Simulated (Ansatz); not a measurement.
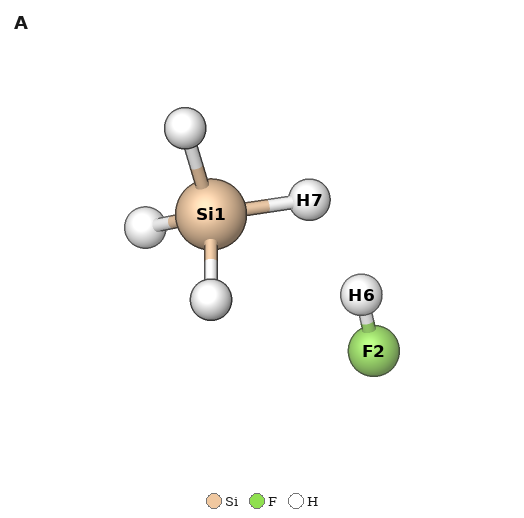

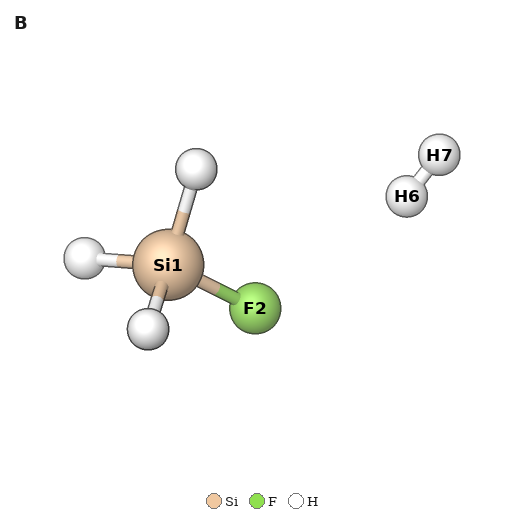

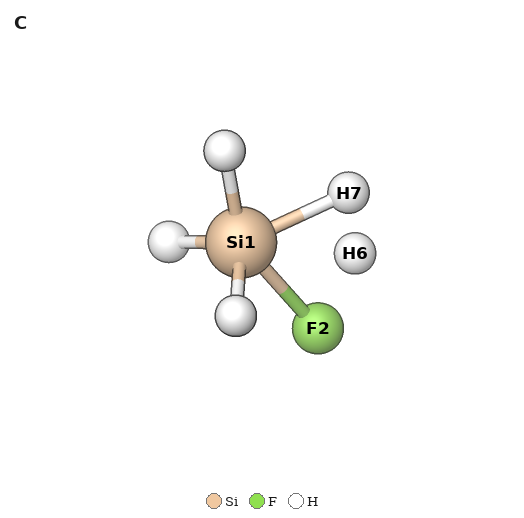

Three stationary points along one reaction path, in mixed order. Sticks follow a distance rule, so a partial bond may show as a full stick or not at all. Charge 0, singlet. Geometries: PBE0-D4/def2-TZVP; all other levels are single points on them, and energies count from the start as drawn. Program: Ansatz 0.2.0. In CBS estimates cores are frozen, and CCSD(T) − MP2 is taken in the smaller basis.

### Which panel shows the transition state?

C.

### Which bonds form and which break from B to A?

Formed: Si1–H7, F2–H6; broken: Si1–F2, H6–H7. At the saddle point Si1···H7 is 1.70 Å, F2···H6 is 1.21 Å, Si1···F2 is 1.94 Å, H6···H7 is 0.97 Å.

Give the electronic barrier and the reaction energy from B to A in kJ/mol (no zero-point energy) with CCSD(T)/CBS (MP2 limit from def2-TZVPP and def2-QZVPP plus CCSD(T) − MP2); PBE-D4/def2-TZVPP.

| level | barrier | reaction energy |
| --- | --- | --- |
| CCSD(T)/CBS (MP2 limit from def2-TZVPP and def2-QZVPP plus CCSD(T) − MP2) | 250.8 | +102.1 |
| PBE-D4/def2-TZVPP | 205.1 | +90.1 |
